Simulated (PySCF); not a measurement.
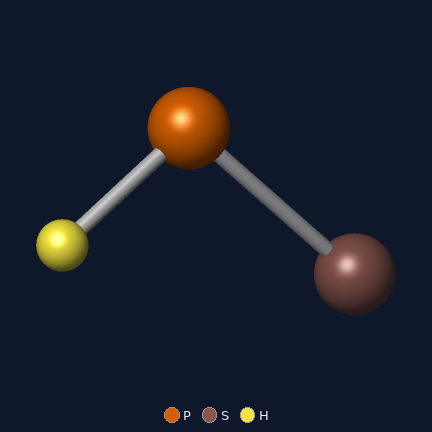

Rendered structure (ball-and-stick style). Every bond is drawn as one stick, whatever its order.

Computed geometry: PBE0-D3(BJ)/def2-SVP optimisation. No frequency run is at hand to confirm it as a minimum.

What does the picture show?

Formula HPS. Its SMILES string is `P=S`. The point group is Cs. Coordination: 1 P bent.

The parts below concern this one geometry. Atoms keep their numbers from picture to picture.

**Shape**

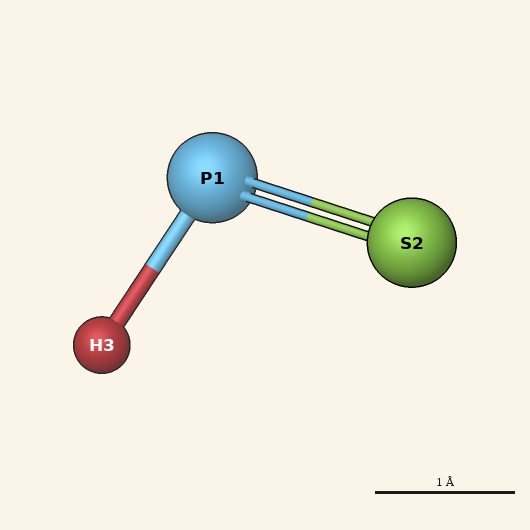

No frequency run is at hand to confirm it as a minimum.

Give these bond angles: S2–P1–H3.

```
   angle  degrees
S2–P1–H3    102.4
```

**Dipole moment**

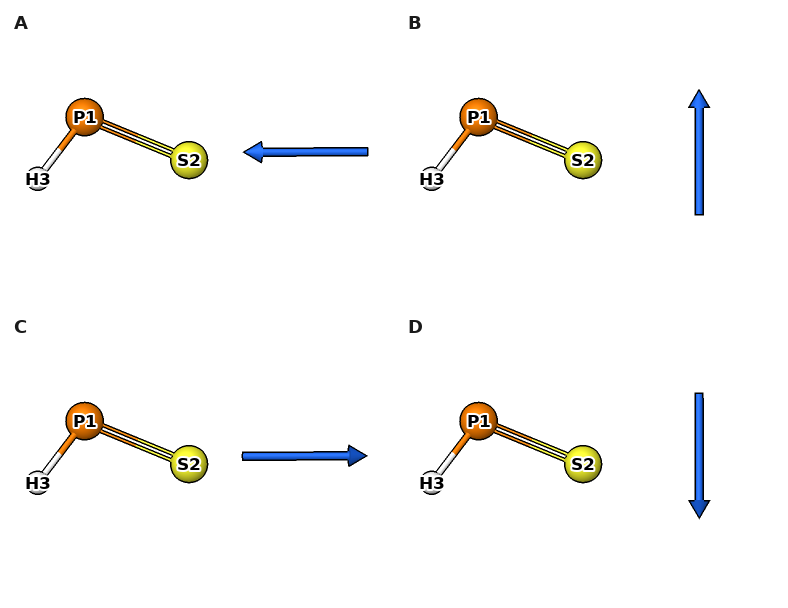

The same molecule four times, each with an arrow. No frequency run is at hand to confirm it as a minimum. Properties computed with PBE0/aug-cc-pVTZ, gas phase (PySCF 2.14.0).

Which arrow points along the dipole moment, from the negative to the positive end?

Answer. A. The dipole moment is 1.37 D; it points from the side of S2 to the side of H3 (the outermost atoms at the two ends).

**Excitation**

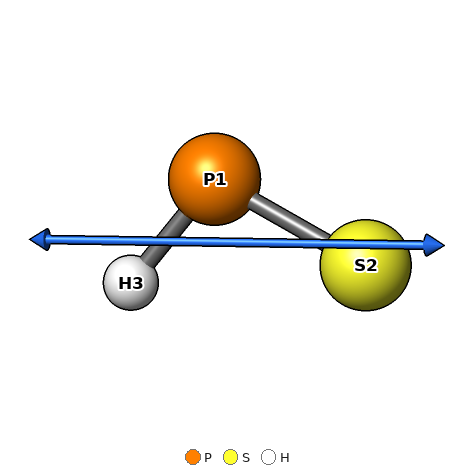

The double arrow shows the direction of the transition dipole to excited singlet state 7 (its length means nothing). No frequency run is at hand to confirm it as a minimum. Properties computed with TDDFT PBE0/def2-TZVPD, vertical, gas phase, core orbitals frozen in the response (PySCF 2.14.0).

How is the transition polarised?

Answer. In the molecular plane.

Give its energy, strength and character.

Answer. 6.92 eV (179 nm), oscillator strength 0.089, mainly HOMO → LUMO+3 (weight 0.93); transition dipole 1.84 D.

**Polarisability**

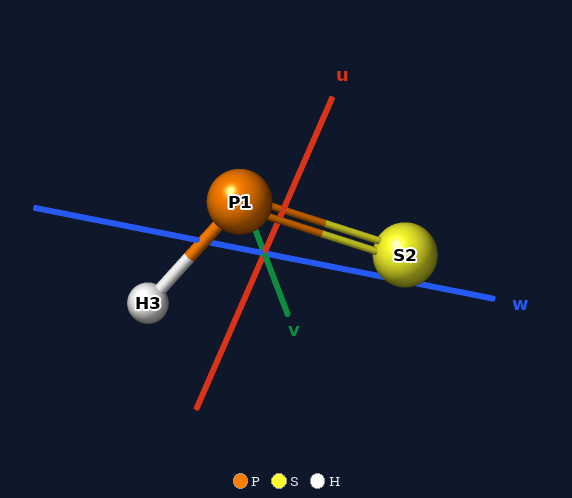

The lines u, v and w are the principal axes of the static dipole polarisability. No frequency run is at hand to confirm it as a minimum. Method: PBE0/aug-cc-pVDZ (PySCF 2.14.0).

Along which axis is the molecule most polarisable, and along which least?

Answer. Most along w (in the molecular plane, nearly parallel to the P1–S2 bond), least along v (normal to the molecular plane).

Give the three principal values.

Answer. u 40.6, v 34.3, w 63.5 bohr³; mean 46.1, anisotropy 26.6 bohr³.
